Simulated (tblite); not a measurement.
## Run report: C₆H₈NO, geometry relaxation (part 1 of 2)

System: C₆H₈NO, multiplicity 2, SMILES [CH2]NC(=O)CC=C=C.
Method: GFN2-xTB geometry optimisation, gas phase (tblite 0.8.0).

It belongs to a series of runs on one base structure; here: H removed from sp3 C.

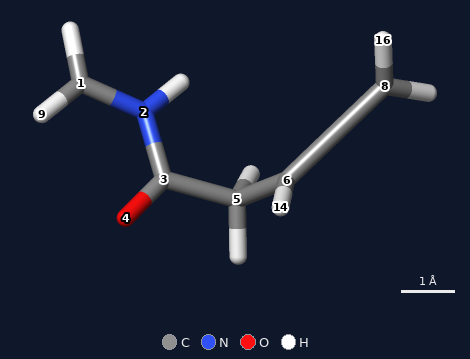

Fig. 1: The input geometry (stick view, seen on its broad side; atoms are numbered from 1 in the order of the input).

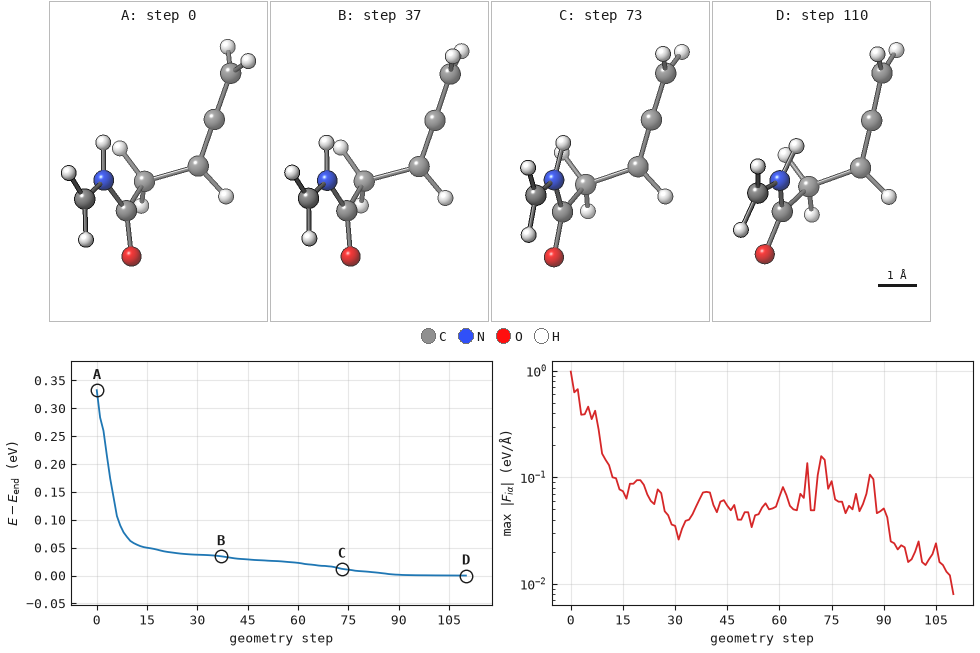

Fig. 2: Frames of the relaxation (ball-and-stick view, seen at a tilt) above the curves, on which the letters mark them (steps are counted from 0).

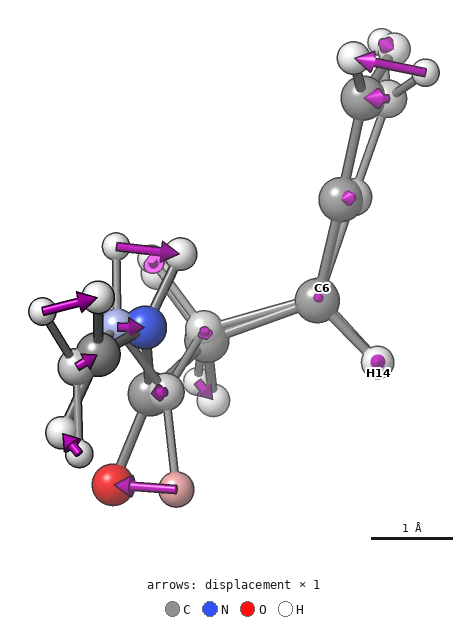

Fig. 3: Start (faint) and end (solid) with the displacements as pink arrows, at true length (ball-and-stick view, seen at a tilt). The two geometries are laid on each other by the best rigid fit. Over 110 geometry steps the energy falls by 0.333 eV. Largest force component: 0.98 eV/Å at the start, 0.008 eV/Å at the end. The atom that moves furthest after the best rigid fit is H16 (0.93 Å). Largest moves by element: H 0.93 Å, O 0.83 Å, C 0.35 Å, N 0.35 Å. Among the contacts that change: N2–C3 1.406 → 1.374 Å, C1–H9 1.089 → 1.070 Å, C1–H10 1.085 → 1.069 Å, C5–C6 1.490 → 1.505 Å. Among the angles that change: H15–C8–H16 119.2° → 116.2°, C7–C6–H14 118.1° → 120.2°. (Atoms are counted from 1 in the order of the input.)

The input and output of the run follow.

### The input
```
{"job": {"kind": "relax", "xc": "GFN2-xTB", "basis": "xTB"}, "charge": 0, "multiplicity": 2}
C     -2.934100     0.523900    -0.183200
N     -1.669700     0.089400    -0.405200
C     -1.064600    -0.935900     0.343300
O     -1.615300    -1.510800     1.266800
C      0.345200    -1.253700    -0.092000
C      1.300500    -0.423800     0.695200
C      2.073900     0.507600     0.201800
C      2.845700     1.435900    -0.276700
H     -3.531400     0.050500     0.594400
H     -3.320900     1.337200    -0.788200
H     -1.114100     0.542600    -1.113200
H      0.452600    -1.081500    -1.174200
H      0.527200    -2.315200     0.089800
H      1.347100    -0.615800     1.765300
H      3.630700     1.193200    -0.974200
H      2.719500     2.465300     0.039100
```

The first line tells a small driver script what to run in tblite; the rest is the geometry in Å.

Launched with:
```bash
OMP_NUM_THREADS=1 python <driver script> task.json out
```

### The program's output
```
step      E/eV     max force
  0    -646.74110    1.325
  1    -646.79017    0.801
  2    -646.81390    1.017
  3    -646.85795    0.503
  4    -646.89957    0.554
  5    -646.93313    0.656
  6    -646.96683    0.449
  7    -646.98389    0.525
  8    -646.99625    0.384
  9    -647.00438    0.235
 10    -647.01156    0.162
 11    -647.01547    0.147
 12    -647.01840    0.124
 13    -647.02095    0.122
 14    -647.02271    0.097
 15    -647.02382    0.077
 16    -647.02474    0.071
 17    -647.02584    0.094
 18    -647.02722    0.099
 19    -647.02880    0.116
 20    -647.03020    0.105
 21    -647.03124    0.094
 22    -647.03204    0.078
 23    -647.03283    0.070
 24    -647.03364    0.067
 25    -647.03435    0.080
 26    -647.03489    0.074
 27    -647.03536    0.050
 28    -647.03578    0.050
 29    -647.03612    0.041
 30    -647.03634    0.042
 31    -647.03651    0.033
 32    -647.03672    0.041
 33    -647.03700    0.044
 34    -647.03737    0.050
 35    -647.03783    0.062
 36    -647.03841    0.068
 37    -647.03911    0.069
 38    -647.03994    0.072
 39    -647.04085    0.075
 40    -647.04183    0.072
 41    -647.04277    0.066
 42    -647.04348    0.061
 43    -647.04394    0.061
 44    -647.04431    0.062
 45    -647.04475    0.058
 46    -647.04528    0.063
 47    -647.04574    0.058
 48    -647.04605    0.040
 49    -647.04630    0.052
 50    -647.04661    0.066
 51    -647.04704    0.061
 52    -647.04736    0.045
 53    -647.04761    0.054
 54    -647.04786    0.054
 55    -647.04826    0.071
 56    -647.04880    0.073
 57    -647.04936    0.073
 58    -647.04983    0.061
 59    -647.05031    0.056
 60    -647.05096    0.092
 61    -647.05180    0.102
 62    -647.05294    0.069
 63    -647.05361    0.063
 64    -647.05410    0.058
 65    -647.05481    0.069
 66    -647.05569    0.077
 67    -647.05628    0.089
 68    -647.05645    0.202
 69    -647.05711    0.062
 70    -647.05763    0.064
 71    -647.05878    0.171
 72    -647.06022    0.250
 73    -647.06161    0.206
 74    -647.06248    0.084
 75    -647.06317    0.105
 76    -647.06395    0.073
 77    -647.06503    0.075
 78    -647.06560    0.064
 79    -647.06600    0.057
 80    -647.06643    0.055
 81    -647.06692    0.061
 82    -647.06756    0.077
 83    -647.06809    0.054
 84    -647.06870    0.064
 85    -647.06945    0.072
 86    -647.07012    0.122
 87    -647.07101    0.100
 88    -647.07154    0.052
 89    -647.07201    0.050
 90    -647.07223    0.059
 91    -647.07261    0.051
 92    -647.07279    0.033
 93    -647.07291    0.027
 94    -647.07302    0.022
 95    -647.07313    0.027
 96    -647.07319    0.024
 97    -647.07323    0.018
 98    -647.07326    0.026
 99    -647.07332    0.026
100    -647.07338    0.030
101    -647.07344    0.019
102    -647.07347    0.016
103    -647.07350    0.017
104    -647.07353    0.019
105    -647.07356    0.035
106    -647.07359    0.022
107    -647.07362    0.020
108    -647.07367    0.015
109    -647.07369    0.013
110    -647.07372    0.008
```

### Trajectory as extended XYZ (Å, eV, eV/Å), 14 of the 111 frames kept, from step=0 to step=110
```
16
Properties=species:S:1:pos:R:3:forces:R:3 step=0 energy=-646.74110
C    -2.9341    0.5239   -0.1832   -0.3750   0.2180  -0.0010
N    -1.6697    0.0894   -0.4052    0.1050  -0.8820   0.9830
C    -1.0646   -0.9359    0.3433   -0.5210   0.2920  -0.2780
O    -1.6153   -1.5108    1.2668   -0.1790   0.3440  -0.2390
C     0.3452   -1.2537   -0.0920   -0.4700   0.1170  -0.7350
C     1.3005   -0.4238    0.6952    0.7770   0.5580   0.1870
C     2.0739    0.5076    0.2018   -0.3430  -0.2530   0.1370
C     2.8457    1.4359   -0.2767   -0.2290  -0.0630   0.1730
H    -3.5314    0.0505    0.5944    0.4420   0.2240  -0.4400
H    -3.3209    1.3372   -0.7882    0.1550  -0.3800   0.2830
H    -1.1141    0.5426   -1.1132    0.0420   0.0430  -0.0690
H     0.4526   -1.0815   -1.1742    0.0940   0.0790   0.2500
H     0.5272   -2.3152    0.0898    0.0590   0.0620   0.1770
H     1.3471   -0.6158    1.7653    0.2550  -0.3920  -0.2550
H     3.6307    1.1932   -0.9742    0.3840   0.0840   0.4060
H     2.7195    2.4653    0.0391   -0.1940  -0.0490  -0.5800
16
Properties=species:S:1:pos:R:3:forces:R:3 step=8 energy=-646.99625
C    -2.9427    0.5334   -0.1745    0.1120   0.0010  -0.0460
N    -1.6768    0.0871   -0.3709   -0.1300   0.0880  -0.0420
C    -1.1029   -0.9338    0.3498   -0.0080   0.0920   0.0350
O    -1.6898   -1.4916    1.2637    0.2810   0.0510  -0.2570
C     0.3203   -1.2281   -0.1048   -0.0040  -0.0580   0.1310
C     1.3253   -0.4351    0.6914    0.1310   0.0270  -0.0670
C     2.0617    0.5203    0.2123    0.0430  -0.0290   0.0190
C     2.8335    1.4406   -0.2745   -0.0010   0.0310   0.0030
H    -3.5166    0.0479    0.5946    0.0490   0.1440  -0.1470
H    -3.3092    1.3311   -0.7920   -0.0260  -0.1230   0.1340
H    -1.1159    0.5223   -1.0967   -0.1110  -0.0260   0.1230
H     0.4640   -1.0345   -1.1723   -0.1680  -0.0430   0.1070
H     0.5210   -2.2745    0.1149   -0.0380  -0.1930  -0.1230
H     1.4533   -0.7717    1.7097    0.0110   0.0920   0.0810
H     3.7584    1.2032   -0.7837   -0.0590  -0.0210   0.1350
H     2.6089    2.4922   -0.1785   -0.0830  -0.0320  -0.0870
16
Properties=species:S:1:pos:R:3:forces:R:3 step=17 energy=-647.02584
C    -2.9362    0.5388   -0.1747    0.0240  -0.0010   0.0140
N    -1.6703    0.0968   -0.3671   -0.0150   0.0240   0.0070
C    -1.0855   -0.9222    0.3520    0.0420   0.0270  -0.0450
O    -1.6643   -1.4983    1.2555    0.0330   0.0480  -0.0320
C     0.3319   -1.2432   -0.1029    0.0070  -0.0100   0.0370
C     1.3527   -0.4603    0.6911   -0.0870   0.0090  -0.0340
C     2.0654    0.5133    0.2148   -0.0160  -0.0620   0.0020
C     2.8238    1.4425   -0.2716    0.0160   0.0130  -0.0240
H    -3.5205    0.0674    0.5886    0.0240  -0.0040   0.0040
H    -3.3205    1.3285   -0.7856    0.0330  -0.0120  -0.0010
H    -1.1214    0.5446   -1.0920   -0.0090  -0.0380   0.0820
H     0.4398   -1.0381   -1.1710    0.0380  -0.0130   0.0560
H     0.4970   -2.3066    0.0836    0.0090   0.0080  -0.0330
H     1.4658   -0.7499    1.7282   -0.0690   0.0000  -0.0330
H     3.7789    1.2094   -0.7160    0.0210   0.0070   0.0090
H     2.5560    2.4863   -0.2442   -0.0510   0.0040  -0.0080
16
Properties=species:S:1:pos:R:3:forces:R:3 step=25 energy=-647.03435
C    -2.9186    0.5482   -0.1600    0.0120   0.0100   0.0080
N    -1.6529    0.1068   -0.3541   -0.0260   0.0250  -0.0260
C    -1.0706   -0.9236    0.3478   -0.0200   0.0360  -0.0050
O    -1.6406   -1.4863    1.2650    0.0110  -0.0240  -0.0220
C     0.3379   -1.2574   -0.1177   -0.0380  -0.0130  -0.0050
C     1.3338   -0.4625    0.6880   -0.0160  -0.0390  -0.0240
C     2.0676    0.4892    0.2011   -0.0210  -0.0030   0.0770
C     2.8119    1.4329   -0.2790    0.0110   0.0070  -0.0040
H    -3.5067    0.0712    0.5969    0.0290  -0.0030  -0.0020
H    -3.3060    1.3256   -0.7847    0.0250  -0.0040   0.0200
H    -1.1026    0.5649   -1.0693    0.0180  -0.0300   0.0110
H     0.4625   -1.0457   -1.1805   -0.0320  -0.0030  -0.0200
H     0.4938   -2.3230    0.0591    0.0490  -0.0010   0.0210
H     1.3972   -0.7252    1.7350   -0.0070   0.0230   0.0060
H     3.7937    1.2304   -0.6774   -0.0030   0.0230  -0.0090
H     2.4920    2.4634   -0.2817    0.0070  -0.0050  -0.0280
16
Properties=species:S:1:pos:R:3:forces:R:3 step=34 energy=-647.03737
C    -2.9014    0.5609   -0.1479    0.0240  -0.0080  -0.0030
N    -1.6417    0.1089   -0.3532    0.0010  -0.0020  -0.0190
C    -1.0689   -0.9322    0.3404   -0.0010   0.0190   0.0110
O    -1.6421   -1.4956    1.2548    0.0030  -0.0400  -0.0180
C     0.3397   -1.2649   -0.1256   -0.0350  -0.0160   0.0100
C     1.3212   -0.4599    0.6903   -0.0220  -0.0330  -0.0310
C     2.0633    0.4896    0.2123   -0.0330  -0.0100   0.0110
C     2.8022    1.4314   -0.2799   -0.0090   0.0020  -0.0160
H    -3.4846    0.0720    0.6056    0.0030   0.0270  -0.0110
H    -3.2894    1.3384   -0.7719    0.0140  -0.0040   0.0320
H    -1.0829    0.5621   -1.0646   -0.0090   0.0020  -0.0020
H     0.4533   -1.0580   -1.1915    0.0380   0.0150   0.0270
H     0.5097   -2.3278    0.0553    0.0090   0.0020   0.0170
H     1.3558   -0.7121    1.7417    0.0010   0.0240  -0.0050
H     3.7928    1.2415   -0.6596    0.0230  -0.0170  -0.0070
H     2.4654    2.4547   -0.3175   -0.0070   0.0390   0.0040
```
